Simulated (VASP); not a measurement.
## A VASP study of NbAs2 (optB86b-vdW): structure first, properties next

Aim: relax NbAs2 with optB86b-vdW, compute its properties on that cell and hold them against experiment. The steps: relaxing cell and atoms (optB86b-vdW), single point with fields (optB86b-vdW), bands along the symmetry lines (optB86b-vdW), density of states (optB86b-vdW), zone-centre phonons (optB86b-vdW), bands along the symmetry lines (optB86b-vdW + SOC) and band structure (optB86b-vdW), changed input. The start is a cell from a database of measured crystal structures.

Method: optB86b-vdW; plane waves and PAW (Nb_sv, As), in the first sound run; inputs show where later runs differ, in VASP 6.6.1.

**Measured values to reproduce.**

“Negative Magnetoresistance in Topological Semimetals of Transition-Metal Dipnictides with Nontrivial Z2 Indices” (2016, arxiv:1603.04056) reports for NbAs2, monoclinic C12/m1, by powder XRD, Rietveld refinement (crystals grown by iodine vapour transport, ground to powder): lattice constant a (a of the conventional monoclinic cell) 9.3556 Å [measurement temperature not stated; uncertainty printed as (0)]; lattice constant c (c of the conventional monoclinic cell) 7.7967 ± 0.0002 Å [measurement temperature not stated].

This is a report of a sequence of runs, with most program output left out.

The database entry behind the starting cell differs from later determinations by our own check (b about 0.4 % long), so it need not match the best structure at ambient conditions.

## (1) The starting structure

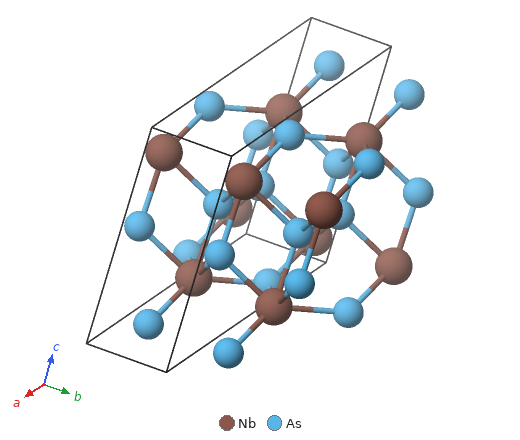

The cell as given, from a free direction (niobium brown, arsenic blue). 1×2×1 cells are drawn. This picture shows the conventional cell, with its axes. Some periodic images of atoms are drawn too.

Structure file:

```cif
data_structure
_symmetry_space_group_name_H-M 'C2/m'
_symmetry_Int_Tables_number 12
_cell_length_a 9.3680
_cell_length_b 3.3960
_cell_length_c 7.7990
_cell_angle_alpha 90.000
_cell_angle_beta 119.420
_cell_angle_gamma 90.000
_cell_volume 216.12
loop_
_atom_site_label
_atom_site_type_symbol
_atom_site_symmetry_multiplicity
_atom_site_Wyckoff_symbol
_atom_site_fract_x
_atom_site_fract_y
_atom_site_fract_z
_atom_site_occupancy
Nb1 Nb 4 i 0.65740 0.50000 0.19650 1
As1 As 4 i 0.90590 0.50000 0.10840 1
As2 As 4 i 0.86000 0.00000 0.47200 1
```

## (2) Relaxing cell and atoms (optB86b-vdW)

The start need not lie at this functional's minimum. ISIF = 3 frees volume, shape and positions, and EDIFFG sets the threshold on forces and stress at which the search stops. optB86b-vdW pairs nonlocal correlation with a less repulsive exchange of B86b form. LUSE_VDW switches on a nonlocal correlation term for dispersion.

File INCAR:

```
SYSTEM = NbAs2
PREC = Accurate
ENCUT = 400
EDIFF = 1E-06
NELM = 100
ISMEAR = 0
SIGMA = 0.05
LREAL = .FALSE.
ALGO = Normal
GGA = MK
AGGAC = 0
LUSE_VDW = .TRUE.
PARAM1 = 0.1234
PARAM2 = 1
LASPH = .TRUE.
NBANDS = 29
LORBIT = 11
LWAVE = .FALSE.
LCHARG = .FALSE.
KPAR = 4
IBRION = 2
NSW = 60
ISIF = 3
EDIFFG = -0.01
```

File POSCAR:

```
NbAs2
1.0
    0.0000000000     -3.3960000000      0.0000000000
   -4.6840000000      1.6980000000      0.0000000000
   -0.8530700972      1.6980000000     -6.7932596800
Nb As
2 4
Direct
    0.8426000000      0.8817000000      0.8035000000
    0.1574000000      0.1183000000      0.1965000000
    0.5941000000      0.2966000000      0.8916000000
    0.4059000000      0.7034000000      0.1084000000
    0.1400000000      0.7520000000      0.5280000000
    0.8600000000      0.2480000000      0.4720000000
```

File KPOINTS:

```
Automatic mesh
0
Gamma
7 7 7
0 0 0
```

PAW data sets: Nb_sv and As (PBE family, release 64).

On the command line:

```console
$ mpirun -np 4 vasp_std
```

Elapsed: 4 min, on 4 MPI ranks of AMD EPYC 9R45, shared host; peak memory 2.1 GiB.

The PAW data sets were made with PBE, which is usual practice but a small mismatch for other functionals. The run keeps the 4 symmetry operations of its start, so it cannot find a distortion of lower symmetry.

The steps of the relaxation:

| step | energy less that of the first step (eV) | largest force (eV/Å) | pressure (GPa) | volume (Å³) |
| --- | --- | --- | --- | --- |
| 1 | 0.0000 | 0.1553 | 1.23 | 108.06 |
| 2 | 0.0001 | 0.0567 | -1.63 | 110.23 |
| 3 | -0.0066 | 0.0910 | -0.23 | 109.13 |
| 4 | -0.0074 | 0.0270 | 0.08 | 108.91 |
| 5 | -0.0074 | 0.0239 | 0.05 | 108.93 |
| 6 | -0.0076 | 0.0130 | 0.01 | 108.97 |
| 7 | -0.0076 | 0.0104 | 0.00 | 108.98 |
| 8 | -0.0076 | 0.0059 | 0.00 | 108.97 |

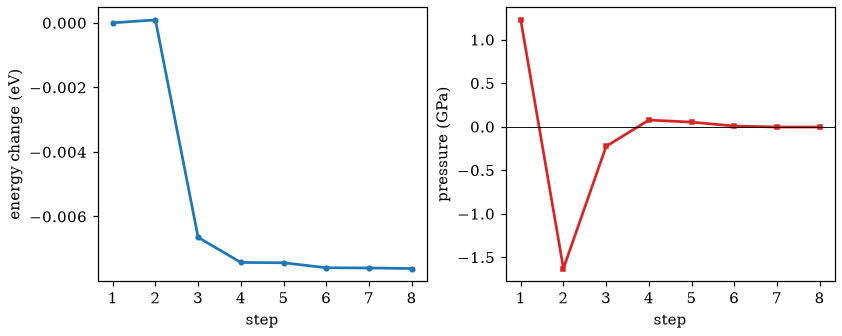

Energy and pressure along the relaxation.

```csv
cell as run,before,after,change
a (Å),3.396,3.395,-0.0 %
b (Å),4.982,5.008,+0.5 %
c (Å),7.054,7.073,+0.3 %
α (°),78.71,78.73,+0.0 %
β (°),103.93,103.89,-0.0 %
γ (°),109.93,109.82,-0.1 %
volume (Å³/atom),18.01,18.16,+0.8 %
```

Final coordinates:

```
Nb As
1.0
     0.00000   -3.39543    0.00000
    -4.71138    1.69771    0.00016
    -0.85781    1.69771   -6.81203
Nb As
2 4
Direct
  0.84302 0.88161 0.80444
  0.15698 0.11839 0.19556
  0.59407 0.29688 0.89126
  0.40593 0.70312 0.10874
  0.14121 0.75386 0.52857
  0.85879 0.24614 0.47143
```

Numbers from this step:

```yaml
electrons: 46
bands: 29
irreducible_k_points: 100
symmetry_operations: 4
free_energy_toten: -31.41 eV
energy_at_zero_smearing: -31.41 eV
fermi_energy: 8.013 eV
pressure: -0.003934 GPa
metallic: yes
scf_cycles_over_all_ionic_steps: 55
```

It ends with a largest force of 0.006 eV/Å and a pressure of 0.00 GPa. The volume lies +0.8 % from that of the database's start.

## (3) Single point with fields (optB86b-vdW)

A single point on the relaxed cell gives a clean self-consistent state, with density, ELF and potential written out.

INCAR: that of step 2 with these lines changed.

```diff
@@ -18,7 +18,5 @@
 LWAVE = .FALSE.
-LCHARG = .FALSE.
-KPAR = 4
-IBRION = 2
-NSW = 60
-ISIF = 3
-EDIFFG = -0.01
+LCHARG = .TRUE.
+ISIF = 2
+LELF = .TRUE.
+LVHAR = .TRUE.
```

File POSCAR:

```
NbAs2
1.0
    0.0000000000     -3.3954269903      0.0000000000
   -4.7113772301      1.6977134952      0.0001648936
   -0.8578096760      1.6977134952     -6.8120314301
Nb As
2 4
Direct
    0.8430244161      0.8816078105      0.8044410217
    0.1569755839      0.1183921895      0.1955589783
    0.5940717459      0.2968785973      0.8912648945
    0.4059282541      0.7031214027      0.1087351055
    0.1412102462      0.7538551822      0.5285653101
    0.8587897538      0.2461448178      0.4714346899
```

KPOINTS is that of step 2.

On the command line:

```console
$ mpirun -np 4 vasp_std
```

It took 42 s on 4 MPI ranks; peak memory 1.2 GiB.

This step gave:

* SCF cycles: 13
* bands: 32
* pressure: -0.009888 GPa

Valence electrons inside each PAW sphere by angular momentum. Sphere charges, by row:

```csv
atom,s (e),p (e),d (e),tot (e)
Nb1,2.156,6.017,2.484,10.66
Nb2,2.156,6.017,2.484,10.66
As3,1.231,1.521,0.055,2.807
As4,1.231,1.521,0.055,2.807
As5,1.242,1.492,0.061,2.795
As6,1.242,1.492,0.061,2.795
```

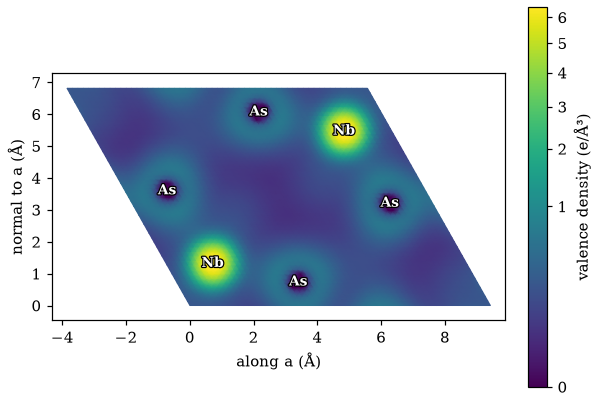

Valence density in the ac plane of the conventional cell at fractional y = 0.000, with atoms of Nb and As within 0.2 Å of it. It is the smooth field of the valence electrons, not physical close to the nuclei. The colour scale is stretched toward low values.

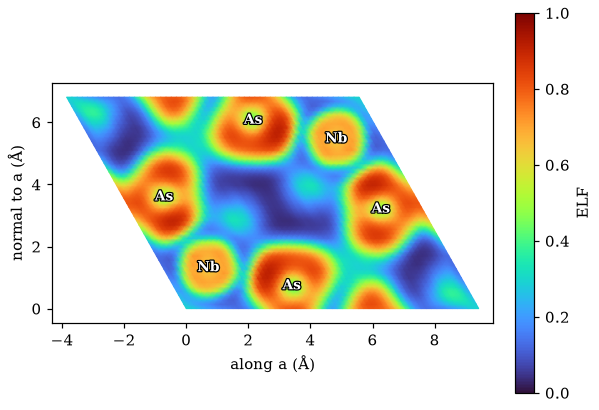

ELF in the ac plane of the conventional cell at fractional y = 0.000, with atoms of Nb and As within 0.2 Å of it. It is the smooth field of the valence electrons, not physical close to the nuclei.

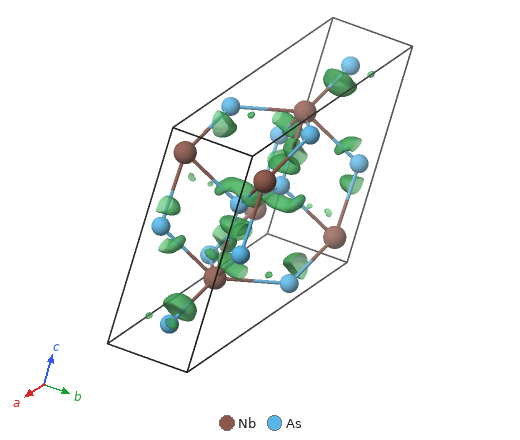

Surface of ELF = 0.83.

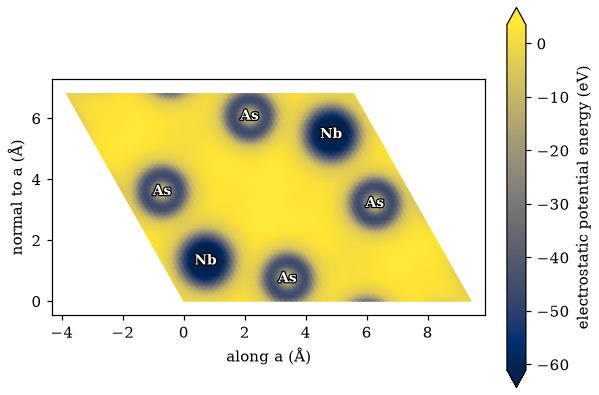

Electrostatic potential energy in the ac plane of the conventional cell at fractional y = 0.000, with atoms of Nb and As within 0.2 Å of it. With pseudopotentials it is smooth inside the atoms' cores, unlike the true potential.

In this run the pressure is -0.01 GPa, small enough to go on.

## (4) Bands along the symmetry lines (optB86b-vdW)

Levels along the symmetry lines show where the bands peak and cross; KPOINTS_OPT computes them in the converged potential.

INCAR: that of step 3 with these lines changed.

```diff
@@ -15,8 +15,6 @@
 LASPH = .TRUE.
-NBANDS = 29
+NBANDS = 39
 LORBIT = 11
 LWAVE = .FALSE.
-LCHARG = .TRUE.
-ISIF = 2
-LELF = .TRUE.
-LVHAR = .TRUE.
+LCHARG = .FALSE.
+KPAR = 4
```

POSCAR is that of step 3.

KPOINTS is that of step 3.

File KPOINTS_OPT:

```
Line mode
16
Line-mode
Reciprocal
  0.00000000   0.50000000   0.00000000 X
  0.00000000   0.00000000   0.00000000 GAMMA

  0.00000000   0.00000000   0.00000000 GAMMA
  0.00000000   0.00000000   0.50000000 Y

  0.00000000   0.50000000   0.50000000 L
  0.00000000   0.00000000   0.00000000 GAMMA

  0.00000000   0.00000000   0.00000000 GAMMA
  0.50000000  -0.50000000  -0.50000000 Z

  0.50000000   0.00000000  -0.50000000 N
  0.00000000   0.00000000   0.00000000 GAMMA

  0.00000000   0.00000000   0.00000000 GAMMA
  0.50000000  -0.50000000   0.00000000 M

  0.50000000   0.00000000   0.00000000 R
  0.00000000   0.00000000   0.00000000 GAMMA
```

On the command line:

```console
$ mpirun -np 4 vasp_std
```

Elapsed: 86 s, on 4 MPI ranks; peak memory 2.3 GiB.

Spin-orbit coupling is off here; it would split degenerate levels. The cell is typed on its shortest vectors, so the axes of tensors and the coordinates of k-points follow the printed cell and not the standard setting.

Numbers from this step:

- bands: 39
- pressure: -0.008114 GPa

Electronic bands along the path, in eV, zero at the Fermi level; # counts the bands kept:

```csv
point,#9,#10,#11,#12,#13,#14,#15,#16
X,-0.88,-0.70,-0.66,0.14,0.60,1.19,1.37,2.03
Γ,-1.66,-1.04,-0.78,-0.16,0.86,1.27,2.03,2.87
Y,-1.63,-1.23,-0.55,-0.13,0.14,2.09,2.15,2.18
jump to L,-0.83,-0.71,-0.16,-0.06,0.57,0.80,1.81,2.26
Γ,-1.66,-1.04,-0.78,-0.16,0.86,1.27,2.03,2.87
Z,-2.10,-1.79,-1.39,-0.96,1.51,1.98,2.28,2.57
jump to N,-1.82,-1.68,-1.30,-0.64,0.56,1.32,1.97,2.56
Γ,-1.66,-1.04,-0.78,-0.16,0.86,1.27,2.03,2.87
M,-1.82,-1.68,-1.30,-0.64,0.56,1.32,1.97,2.56
jump to R,-2.10,-1.79,-1.39,-0.96,1.51,1.98,2.28,2.57
Γ,-1.66,-1.04,-0.78,-0.16,0.86,1.27,2.03,2.87
```

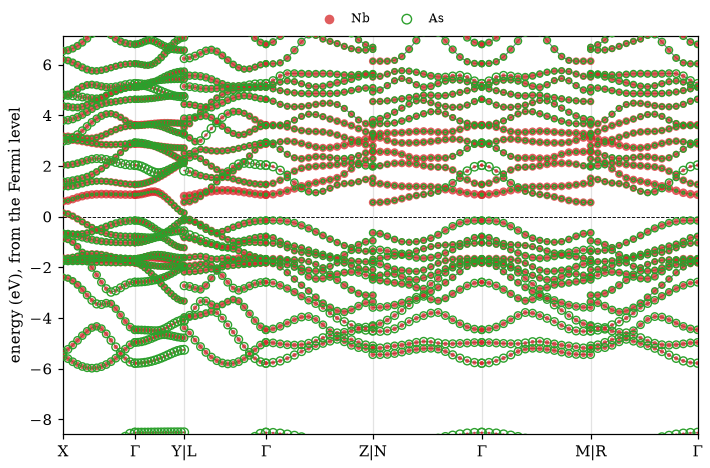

Electronic bands along the path; dots are coloured as in the legend, and their area grows with the weight.

There is no gap at this level.

## (5) Density of states (optB86b-vdW)

Here the states are counted by energy and projected on the atoms. The mesh is finer than in the run before.

INCAR: that of step 4 with these lines changed.

```diff
@@ -5,3 +5,3 @@
 NELM = 100
-ISMEAR = 0
+ISMEAR = -5
 SIGMA = 0.05
@@ -20 +20,2 @@
 KPAR = 4
+NEDOS = 2001
```

POSCAR is that of step 4.

File KPOINTS:

```
Automatic mesh
0
Gamma
11 11 11
0 0 0
```

On the command line:

```console
$ mpirun -np 4 vasp_std
```

Elapsed: 2.6 min, on 4 MPI ranks; peak memory 4.2 GiB; 11 min of CPU time.

With tetrahedra the forces and stress of a metal are not exact derivatives of the energy.

Numbers from this step:

```yaml
irreducible_k_points: 366
fermi_energy: 8.043 eV
pressure: -0.009023 GPa
dos_at_the_fermi_level: 0.3726 states/eV/cell
```

The density of states has structure finer than the step of the table below, so its rows give means over 1 eV, whole bins alone (the curve runs from -12.0 to 3.44 eV). Peaks (eV: height): total -2.0: 8.34, -1.6: 7.14, -1.0: 5.69, 3.3: 5.85; Nb d -2.0: 2.40, 0.9: 2.06, 2.0: 2.74, 3.3: 2.84; As p -5.3: 1.27, -2.0: 2.08, -1.6: 1.75, -1.0: 1.43; As s -11.5: 1.85, -10.9: 1.62, -10.0: 2.28, -8.6: 0.752; As d -2.0: 0.0925, 1.4: 0.0978, 2.0: 0.119, 3.3: 0.126.

States under -12.0 eV and over 3.4 eV are left out. The density of states by energy, zero at the Fermi level; means over each step; values in states/eV/cell:

```
energy (eV)    total    Nb d    As p     As s     As d     Nb p     Nb s
        -11     2.03  0.0422  0.0381     1.14  0.00279   0.0311   0.0137
        -10     2.52  0.0839  0.0506     1.49  0.00378   0.0208  0.00876
         -9    0.851  0.0282  0.0231    0.517  0.00245  0.00732  0.00322
         -8  0.00321  1.2e-4  4.0e-5  0.00206        0   2.6e-5   1.4e-5
         -7        0       0       0        0        0        0        0
         -6    0.585  0.0474   0.171  0.00558  0.00143  0.00398   0.0214
         -5     3.27   0.306   0.958   0.0741   0.0128   0.0362   0.0849
         -4     2.82   0.325   0.816   0.0954   0.0181   0.0380   0.0588
         -3     3.82   0.711    1.06   0.0988   0.0352   0.0513   0.0637
         -2     6.29    1.72    1.57   0.0673   0.0735    0.112   0.0366
         -1     4.62    1.47    1.15   0.0321   0.0662   0.0722   0.0139
          0     1.01   0.434   0.202   0.0124   0.0176  0.00800  0.00147
          1     3.43    1.69   0.407    0.131   0.0772   0.0226   0.0123
          2     4.34    2.14   0.564    0.253   0.0898   0.0301   0.0197
```

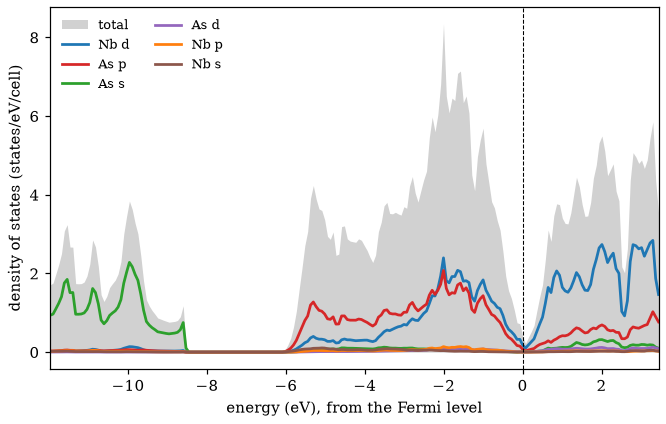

Density of states, plotted against energy.

The finer mesh and the other smearing move the Fermi level by +0.03 eV from the 7×7×7 run, a small shift, which tests the Fermi level alone. Of the states within 0.3 eV of the Fermi level, the largest shares in the PAW spheres are Nb d 44 % and As p 20 %. The rest lies in smaller channels or between the spheres.

## (6) Zone-centre phonons (optB86b-vdW)

Zone-centre modes test whether the atoms sit at a minimum within this cell. IBRION = 6 takes the force constants from differences of forces between displaced cells, so the forces must be tight.

File INCAR:

```
SYSTEM = NbAs2
PREC = Accurate
ENCUT = 400
EDIFF = 1E-08
NELM = 100
ISMEAR = 1
SIGMA = 0.2
LREAL = .FALSE.
ALGO = Normal
GGA = MK
AGGAC = 0
LUSE_VDW = .TRUE.
PARAM1 = 0.1234
PARAM2 = 1
LASPH = .TRUE.
NBANDS = 29
LORBIT = 11
LWAVE = .FALSE.
LCHARG = .FALSE.
KPAR = 4
IBRION = 6
NFREE = 2
POTIM = 0.015
ISIF = 2
NSW = 1
```

POSCAR is that of step 5.

File KPOINTS:

```
Automatic mesh
0
Gamma
10 10 10
0 0 0
```

On the command line:

```console
$ mpirun -np 4 vasp_std
```

Elapsed: 31 min, on 4 MPI ranks; peak memory 6 GiB.

The last energy, forces, stress and levels in OUTCAR belong to the last displaced cell, not to the cell of POSCAR.

This step gave:

| Property | Result |
| --- | --- |
| bands | 29 |
| irreducible k-points | 282 |
| pressure of the cell | 0.001601 GPa |
| largest force of the cell | 0.01511 eV/Å |

Modes at Γ, with each element's share of the kinetic energy:

| mode | frequency (cm⁻¹) | symmetry | Nb % | As % |
| --- | --- | --- | --- | --- |
| 1 | 0.0 | acoustic | 38 | 62 |
| 2 | 0.0 | acoustic | 38 | 62 |
| 3 | 0.0 | acoustic | 38 | 62 |
| 4 | 129.7 | Bu | 8 | 92 |
| 5 | 137.0 | Ag | 29 | 71 |
| 6 | 144.6 | Bg | 16 | 84 |
| 7 | 145.0 | Au | 2 | 98 |
| 8 | 162.6 | Bg | 1 | 99 |
| 9 | 179.5 | Ag | 28 | 72 |
| 10 | 187.6 | Bu | 6 | 94 |
| 11 | 210.8 | Ag | 4 | 96 |
| 12 | 215.5 | Bg | 83 | 17 |
| 13 | 232.9 | Au | 59 | 41 |
| 14 | 233.6 | Ag | 39 | 61 |
| 15 | 263.1 | Bu | 55 | 45 |
| 16 | 264.5 | Ag | 44 | 56 |
| 17 | 284.6 | Bu | 55 | 45 |
| 18 | 289.2 | Ag | 55 | 45 |

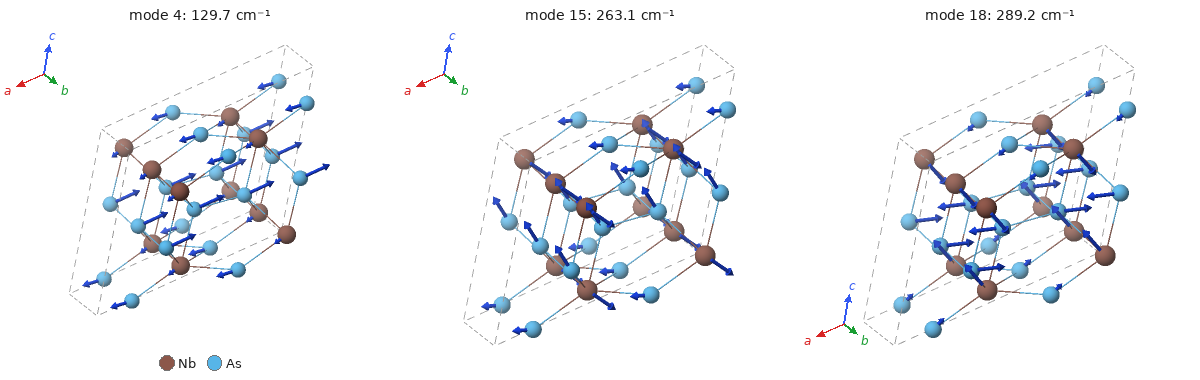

Displacement patterns of modes 4, 15 and 18 at Γ; arrows are exaggerated. 1×2×1 conventional cells are drawn. Some periodic images of atoms are drawn too.

The three acoustic modes come out at zero, and all others are real. By the characters of their eigenvectors the optical modes sort into (cm⁻¹) Raman active: Ag 137, Bg 145, Bg 163, Ag 180, Ag 211, Bg 216, Ag 234, Ag 265, Ag 289; infrared active: Bu 130, Au 145, Bu 188, Au 233, Bu 263, Bu 285. With a centre of inversion no mode is active in both.

## (7) Bands along the symmetry lines (optB86b-vdW + SOC)

This step: optB86b-vdW, spin-orbit coupling; plane waves and PAW (Nb_sv, As) (VASP 6.6.1).

The mesh alone shows little of the dispersion and can miss band extrema, so KPOINTS_OPT adds a path through the symmetry points after the self-consistent cycle. Spin-orbit coupling needs spinors and the noncollinear program, where each band holds one electron.

File INCAR:

```
SYSTEM = NbAs2
PREC = Accurate
ENCUT = 400
EDIFF = 1E-06
NELM = 100
ISMEAR = 0
SIGMA = 0.05
LREAL = .FALSE.
ALGO = Normal
GGA = MK
AGGAC = 0
LUSE_VDW = .TRUE.
PARAM1 = 0.1234
PARAM2 = 1
LASPH = .TRUE.
LNONCOLLINEAR = .TRUE.
MAGMOM = 0 0 0 0 0 0 0 0 0 0 0 0 0 0 0 0 0 0
NBANDS = 58
GGA_COMPAT = .FALSE.
LSORBIT = .TRUE.
LMAXMIX = 4
LORBIT = 11
LWAVE = .FALSE.
LCHARG = .FALSE.
KPAR = 4
```

POSCAR is that of step 6.

File KPOINTS:

```
Automatic mesh
0
Gamma
6 6 6
0 0 0
```

KPOINTS_OPT is that of step 4.

On the command line:

```console
$ mpirun -np 4 vasp_ncl
```

Run time: 4.2 min. Hardware: 4 MPI ranks; peak memory 3.8 GiB.

The k-mesh is coarse for a metal.

Numbers from this step:

- SCF cycles: 14
- bands: 58
- irreducible k-points: 68
- free energy (TOTEN): -31.64 eV
- energy at zero smearing: -31.64 eV
- Fermi energy: 8.002 eV
- pressure: 0.01121 GPa

[end of part 1 of 2]

[Lines on the potential files, build, host, timing and source positions are cut from VASP's logs without a mark.]

[Logs are printed without paths, hosts, clocks, repeated set-up lines and the standing remarks that a program may print on its own settings, such as how far it seeks lower states.]

[Hosts, paths, dates, database ids (printed as entryN), source tags and the programs' standing remarks are cut or masked in the printed files.]

[A measured line is paired with the nearest computed mode of its activity, which favours agreement.]
